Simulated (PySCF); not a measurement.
## EPR calculation of C₅H₇ClFO

- system: C₅H₇ClFO, multiplicity 2
- method: UKS B3LYP, pcH-1 on C Cl F H O, non-relativistic, mean-field spin-orbit, GIAO (PySCF 2.14.0)

It belongs to a series of runs on one base structure; here: H added to sp2 C.

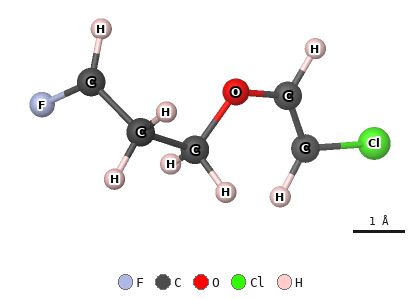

Figure 1. The input geometry (ball-and-stick view, seen at a tilt). Bond lengths as drawn: C–C 1.33 to 1.55 Å, C–Cl 1.72 Å, C–F 1.35 Å, C–H 1.07 to 1.10 Å and C–O 1.35 to 1.41 Å.

### Key numbers

| quantity | value |
| --- | --- |
| outcome | converged |
| total energy | −829.936600 hartree |
| ⟨S²⟩ | 0.753 |
| isotropic g | 2.0038 |
| hardware | 1 CPU thread, shared host |
| wall time | 98 s |
| peak memory | 1.1 GiB |

### The input
```
{"job": {"kind": "epr", "basis": "pcH-1"}, "charge": 0, "multiplicity": 2}
F     -2.734018     1.219156    -1.072473
C     -2.250727     1.122756     0.181260
C     -1.742040    -0.192603     0.602791
C     -0.329877    -0.493894     0.048151
O      0.575740     0.385884     0.682951
C      1.880927     0.291950     0.360709
C      2.444404    -0.538540    -0.508925
Cl     4.148135    -0.509321    -0.769526
H     -1.920270     2.063249     0.582574
H     -2.410847    -0.978052     0.244661
H     -1.687628    -0.221573     1.690982
H     -0.060262    -1.534834     0.271136
H     -0.311040    -0.343008    -1.038753
H      2.465160     1.008121     0.921247
H      1.927929    -1.271303    -1.103594
```

The first line tells a small driver script what to run in PySCF; the rest is the geometry in Å.

Launched with:
```bash
OMP_NUM_THREADS=1 python <driver script> task.json out
```

### Log
```
UKS, coarse grid
  cycle   1  E = -829.85899051  |g| = 4.84e-01
  cycle   2  E = -829.75563028  |g| = 7.41e-01
  cycle   3  E = -829.93064572  |g| = 1.16e-01
  cycle   4  E = -829.93477937  |g| = 6.31e-02
  cycle   5  E = -829.93643734  |g| = 1.57e-02
  cycle   6  E = -829.93654012  |g| = 5.07e-03
  cycle   7  E = -829.93655098  |g| = 1.43e-03
  cycle   8  E = -829.93655343  |g| = 6.29e-04
UKS, final grid
  cycle   1  E = -829.93659929  |g| = 8.39e-04
  cycle   2  E = -829.93659894  |g| = 1.32e-03
  cycle   3  E = -829.93659954  |g| = 8.42e-05
  cycle   4  E = -829.93659954  |g| = 3.11e-05
  cycle   5  E = -829.93659954  |g| = 3.11e-05
  cycle   6  E = -829.93659954  |g| = 5.62e-06
E = -829.93659954 Eh   <S^2> = 0.7534 (exact 0.7500)
g shifts (ppm)      1          2          3
  rmc          -202       -202       -202
  gc              2         14         17
  oz_so         -73       2191       2815
  total        -273       2004       2631
hyperfine (MHz)  atom isotope    a_iso     a_fc   dipolar eigenvalues
    0   19F     160.73     160.06   -271.19   -233.06    504.25
    1   13C     163.78     163.72    -85.18    -82.55    167.73
    2   13C     -22.55     -22.57     -1.89     -1.52      3.41
    3   13C      76.23      76.24     -7.02     -6.49     13.51
    4   17O       1.28       1.28     -0.66     -0.20      0.85
    5   13C       0.90       0.90     -0.41     -0.20      0.61
    6   13C       1.60       1.60     -0.31      0.10      0.21
    7  35Cl       0.03       0.03     -0.10     -0.10      0.20
    8    1H     -50.05     -50.10    -38.01     -2.35     40.36
    9    1H      39.44      39.44     -5.59     -4.70     10.29
   10    1H      20.63      20.63     -6.09     -4.61     10.70
   11    1H       7.79       7.79     -3.95     -1.71      5.66
   12    1H      -4.79      -4.79     -5.17     -1.64      6.80
   13    1H       0.12       0.12     -0.74     -0.66      1.40
   14    1H       0.08       0.08     -0.82     -0.61      1.43
```

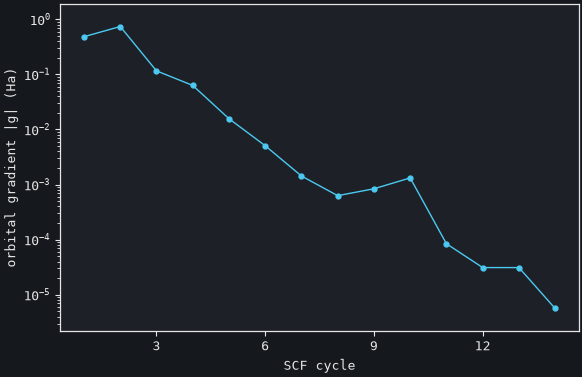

Figure 2. Convergence of the self-consistent field: orbital gradient |g| against the SCF cycle. All cycles printed in the log are drawn one after another.

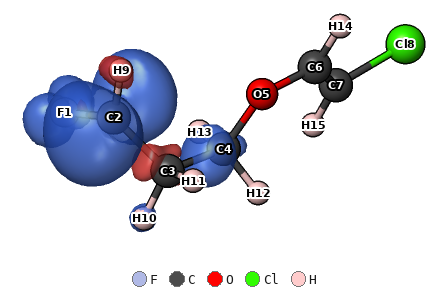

Figure 3. Isosurfaces of the spin density (α minus β) at +0.02 (blue) and −0.02 e/Å³ (red), seen at a tilt. The unpaired spin (1 electron) lies mostly on C2 (about 0.7) and F1 (about 0.1), in electrons by Hirshfeld's partition.

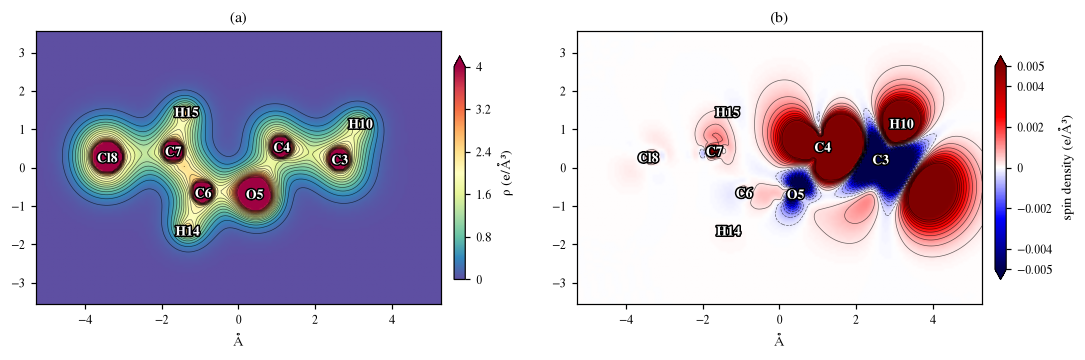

Figure 4. (a) electron density; (b) spin density on the plane of atoms O5, C6 and C7. C–O (1.35 Å): ρ is about 2.4 e/Å³ halfway. C–Cl (1.72 Å): ρ at the midpoint is about 1.4 e/Å³. C–H (1.09 Å): ρ at the midpoint is about 2 e/Å³. The unpaired spin (1 electron) lies mostly on C2 (about 0.7) and F1 (about 0.1), in electrons by Hirshfeld's partition.
